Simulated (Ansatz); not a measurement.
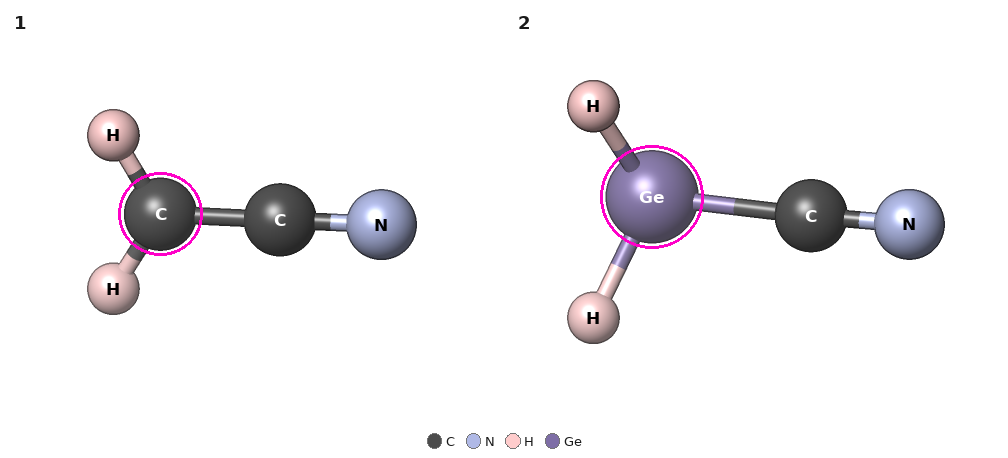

2 molecules with one skeleton, seen from the same side and at one scale; the atom that differs is circled. Each species is neutral and a spin doublet. Computed geometries: PBE0-D4/def2-TZVP optimisations, one conformation each. Properties computed with Ansatz 0.2.0.

One atom differs, called X below: C in panel 1, Ge in panel 2. Their formulas are C2H2N (`[CH2]C#N`), CH2GeN (`N#[C][GeH2]`).

### In which is the harmonic zero-point energy higher (PBE0-D4/def2-TZVP)?

In panel 1 (X = C).

### In which is the dipole moment larger (PBE0-D4/def2-TZVP)?

In panel 2 (X = Ge).

Give the values. With PBE0-D4/def2-TZVP: length of X–C (Å), mean length of X–H (Å), mean angle C–X–H (°), dipole moment (D), harmonic zero-point energy (kJ/mol).

```tsv
quantity	1 (C)	2 (Ge)	2 − 1
length of X–C (Å)	1.376	1.912	+0.536
mean length of X–H (Å)	1.081	1.534	+0.453
mean angle C–X–H (°)	120.0	108.2	−11.8
dipole moment (D)	3.50	3.80	+0.30
harmonic zero-point energy (kJ/mol)	81.7	58.0	−23.7
```
